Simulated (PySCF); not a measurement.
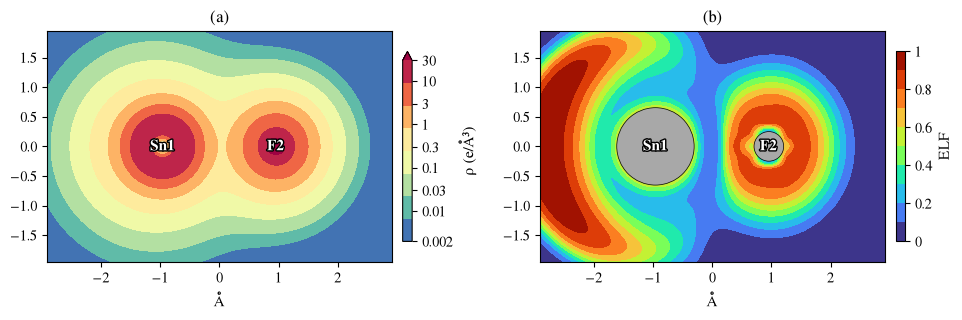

SnF (charge +1). (a) electron density; (b) ELF on a plane that holds the molecular axis. Grey discs cover the atomic cores in the ELF map.

Core potentials replace the inner electrons of Sn.

Computed with PBE0/cc-pVDZ(-PP), non-relativistic Hamiltonian with scalar-relativistic core potentials where named, at a bond length of 1.915 Å in PySCF 2.14.0.

What do the fields say about this system?

- The section cuts through Sn and F sites.
- Sn–F (1.91 Å): ρ at the midpoint is about 0.77 e/Å³; the ELF peaks at about 0.80 in the valence shell of F, 0.6 Å from its nucleus, and drops to about 0.10 between the two atoms.
- The ELF also peaks beside F2, away from the bonds: lone-pair regions.
